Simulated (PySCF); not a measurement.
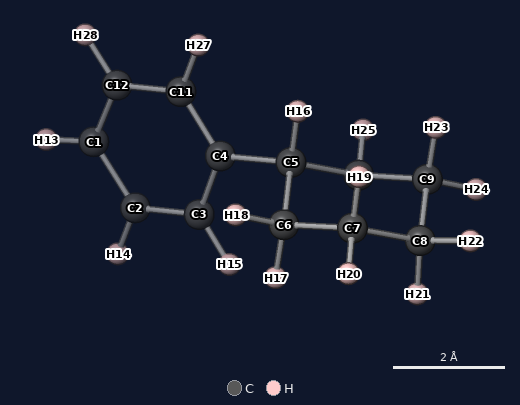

This is the input geometry for a relaxation of C12H16. Style: ball-and-stick. Shown at a tilt.

The start comes from GFN2-xTB. Its atoms were then displaced at random by about 0.01 Å.

Level of theory: PBE0-D3(BJ)/def2-SVP geometry optimisation, gas phase (PySCF).

```xyz
28

C     3.9884    0.1680   -0.2636
C     3.0617    1.0217   -0.9123
C     1.6874    0.8462   -0.7419
C     1.2550   -0.1605    0.0842
C    -0.2606   -0.3705    0.2774
C    -0.9128    0.8738    0.9227
C    -2.3878    0.6263    1.1568
C    -3.0800    0.2892   -0.1608
C    -2.4504   -0.9331   -0.7810
C    -0.9632   -0.6993   -1.0231
C     2.1273   -0.9938    0.7350
C     3.5038   -0.8162    0.5585
H     5.0019    0.3432   -0.4149
H     3.4100    1.8213   -1.5446
H     1.0146    1.4968   -1.2411
H    -0.4015   -1.1966    0.9768
H    -0.7774    1.7437    0.2681
H    -0.4225    1.0981    1.8787
H    -2.5285   -0.2034    1.8649
H    -2.8754    1.5259    1.6022
H    -3.0371    1.1347   -0.8472
H    -4.1476    0.0710    0.0165
H    -2.5710   -1.7922   -0.1674
H    -2.9442   -1.1593   -1.7560
H    -0.4849   -1.5954   -1.4727
H    -0.8441    0.1436   -1.7352
H     1.7738   -1.7997    1.3863
H     4.2008   -1.4642    1.0690
```

What does the optimiser find from here?

H13 moves most after the best rigid fit: 0.073 Å. By element the largest moves are H 0.073 Å, C 0.044 Å. Near-neighbour distances that change, for instance: C1–H13 1.040 → 1.093 Å, C9–H23 1.063 → 1.105 Å, C3–H15 1.061 → 1.093 Å, C4–C5 1.542 → 1.510 Å. Bond angles that change, for instance: C3–C4–C11 122.1° → 118.0°, C12–C1–H13 123.6° → 120.3°, C2–C3–C4 118.4° → 121.0°. Over 7 geometry steps the energy falls by 0.294 eV. The run took 3.1 min on 2 threads of Intel(R) Xeon(R) Platinum 8488C (shared host).

The structure at the end:

```xyz
28

C     3.9990    0.2009   -0.2661
C     3.0908    1.0255   -0.9302
C     1.7212    0.8445   -0.7554
C     1.2275   -0.1629    0.0844
C    -0.2567   -0.3604    0.2781
C    -0.9206    0.8494    0.9479
C    -2.4149    0.6323    1.1581
C    -3.1198    0.2796   -0.1472
C    -2.4701   -0.9249   -0.8191
C    -0.9755   -0.7109   -1.0309
C     2.1511   -0.9812    0.7432
C     3.5237   -0.8042    0.5730
H     5.0736    0.3427   -0.4031
H     3.4531    1.8174   -1.5906
H     1.0235    1.5004   -1.2833
H    -0.3843   -1.2206    0.9607
H    -0.7654    1.7410    0.3140
H    -0.4187    1.0619    1.9055
H    -2.5630   -0.1885    1.8834
H    -2.8679    1.5293    1.6108
H    -3.0701    1.1463   -0.8314
H    -4.1902    0.0887    0.0330
H    -2.6224   -1.8189   -0.1873
H    -2.9615   -1.1410   -1.7817
H    -0.5127   -1.6060   -1.4767
H    -0.8233    0.1088   -1.7559
H     1.7842   -1.7727    1.4031
H     4.2250   -1.4567    1.0992
```

The end point in the same view:

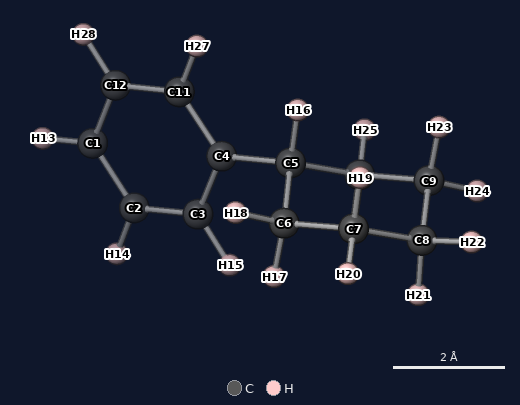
